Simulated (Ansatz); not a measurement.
## Electronic structure of CH7AlBNO in real space

The calculation's input:

```
crystal:
  periodic: [false, false, false]
  atoms:
    - { symbol: B, position_ang: [-2.0293, -0.1804, -0.0281] }
    - { symbol: "N", position_ang: [-1.4198, -1.4011, 0.4907] }
    - { symbol: Al, position_ang: [0.3967, -0.9981, 0.791] }
    - { symbol: O, position_ang: [1.5662, -0.3475, -0.5776] }
    - { symbol: C, position_ang: [2.13916, -1.4428, -1.20577] }
    - { symbol: H, position_ang: [-2.3315, 0.7568, 0.71] }
    - { symbol: H, position_ang: [-1.9186, 0.1564, -1.1749] }
    - { symbol: H, position_ang: [-1.4023, -2.0864, -0.2852] }
    - { symbol: H, position_ang: [1.0845, -1.2987, 2.2699] }
    - { symbol: H, position_ang: [2.68421, -2.13615, -0.53125] }
    - { symbol: H, position_ang: [2.81792, -1.08016, -1.95791] }
    - { symbol: H, position_ang: [1.3243, -2.03656, -1.76798] }
basis:
  gaussian: { orbitals: def2-SVP }
hamiltonian:
  xc: pbe
  dispersion: d4
relax:
  f_tol: 0.015
  max_steps: 40
output:
  orbitals: {}
```

Run with:

```sh
ansatz run input.yaml --threads 2 --pin off --max-ram 3072MiB --backend cpu --events-out ev --progress --plain --runs-dir out
```

The fields are those of the relaxed geometry.

Computed with RKS PBE-D4/def2-SVP (Ansatz 0.2.0).

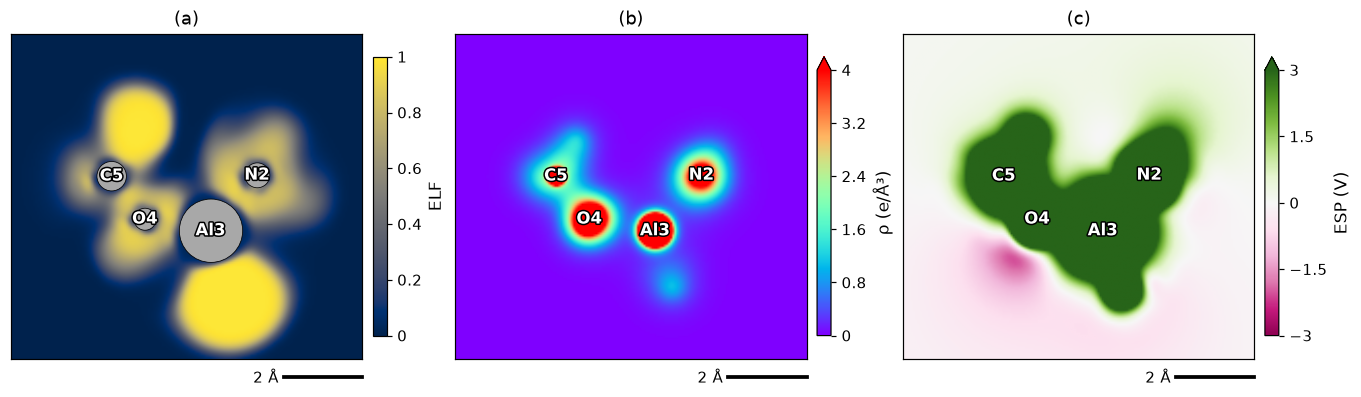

Figure 1. (a) electron localisation function; (b) electron density; (c) molecular electrostatic potential on the plane of atoms N2, Al3 and O4. Grey discs cover the atomic cores in the ELF map.

**What does the map show?**

Atoms in the plane: N, Al, O and C.
C–O (1.40 Å): ρ at the midpoint is about 2 e/Å³, with its minimum of 1.8 e/Å³ about 0.5 Å from C; the ELF peaks at about 0.90 between the atoms, as expected for a polar covalent bond.
Al–O (1.71 Å): ρ at the midpoint is about 0.79 e/Å³; the ELF peaks at about 0.85 in the valence shell of O, 0.6 Å from its nucleus, and is about 0.40 at the midpoint.
Al–N (1.85 Å): the density is about 0.7 e/Å³ at the midpoint; the ELF peaks at about 0.90 in the valence shell of N, 0.7 Å from its nucleus, and is about 0.60 at the midpoint.
The ELF also peaks beside O4, away from the bonds: lone-pair regions.
Outside the dense part of the molecule the potential is most negative (−2.0 V) near O4.

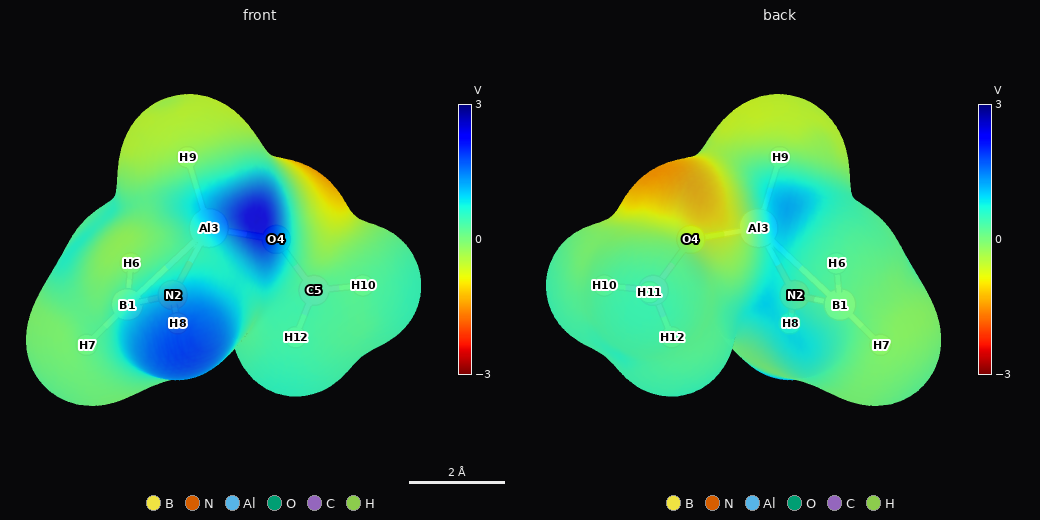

Figure 2. The molecular electrostatic potential painted on the density surface at 0.002 e/bohr³, seen from the front and from behind; red is negative and blue positive.

**Describe the electrostatic potential map.**

The most negative region (about −1.5 V, or −35 kcal/mol for a unit charge) lies over O4, the most positive (about +2.2 V, or +51 kcal/mol for a unit charge) over Al3. O4 is the likeliest acceptor of a hydrogen bond.

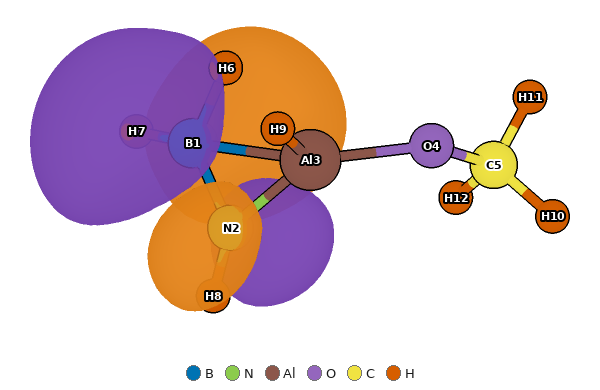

Figure 3. One frontier orbital at ±0.08 Å⁻³ᐟ² (orange and purple are the two phases), seen from one side.

**Which orbital is it: HOMO or LUMO?**

The LUMO, at −1.18 eV. It lies mainly on B1 (about 55 %), N2 (about 25 %) and H7 (about 5 %).
